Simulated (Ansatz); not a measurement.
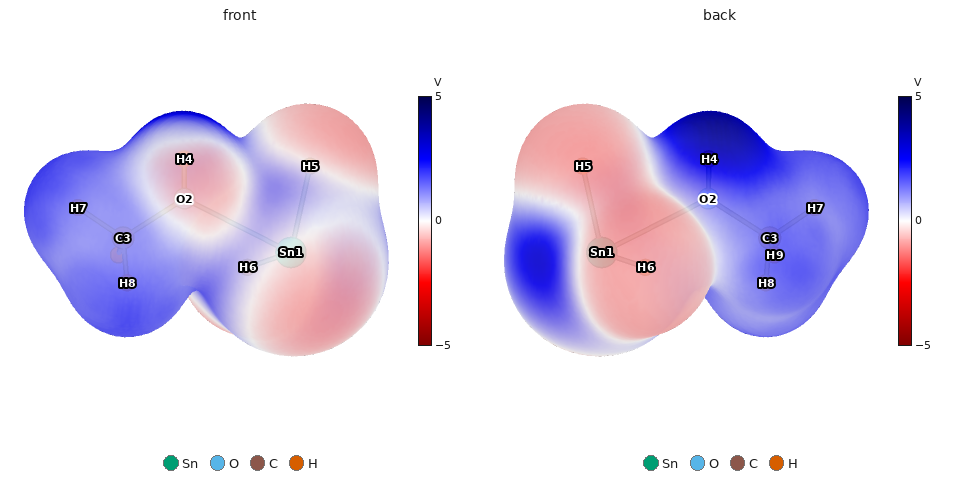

Figure 1: CH$_{6}$OSn. The molecular electrostatic potential painted on the density surface at 0.004 e/bohr³, seen from the front and from behind; red is negative and blue positive.

The product side of a reaction path; geometry: PBE0-D4/def2-TZVP; a saddle point, not a minimum; core potentials replace the inner electrons of Sn.

Computed with RKS PBE0-D4/def2-TZVPP (Ansatz).

The calculation's input:

```
crystal:
  periodic: [false, false, false]
  atoms:
    - {symbol: Sn, position_ang: [-1.867315, -0.227241, 0.986974]}
    - {symbol: O, position_ang: [-0.036142, 0.756942, -0.195148]}
    - {symbol: C, position_ang: [0.695310, -0.091855, -1.076918]}
    - {symbol: H, position_ang: [0.533473, 1.044167, 0.525917]}
    - {symbol: H, position_ang: [-1.272656, 0.881975, 2.249602]}
    - {symbol: H, position_ang: [-0.642480, -1.443288, 1.448436]}
    - {symbol: H, position_ang: [1.515721, 0.461307, -1.538641]}
    - {symbol: H, position_ang: [-0.000636, -0.411748, -1.851038]}
    - {symbol: H, position_ang: [1.074824, -0.970258, -0.549286]}
basis:
  gaussian: {orbitals: def2-TZVPP}
hamiltonian: {xc: pbe0, dispersion: d4}
output: {orbitals: {seedname: orbitals}}
```

Command:

```sh
ansatz run in.yaml --threads 4 --pin off --events-out ev --progress --plain --max-ram 9574MiB
```

Question: Where is the surface potential most negative and most positive?

Answer: The most negative region (about −1.0 V) lies over Sn1, H5 and H6, the most positive (about +4.0 V) over H4.
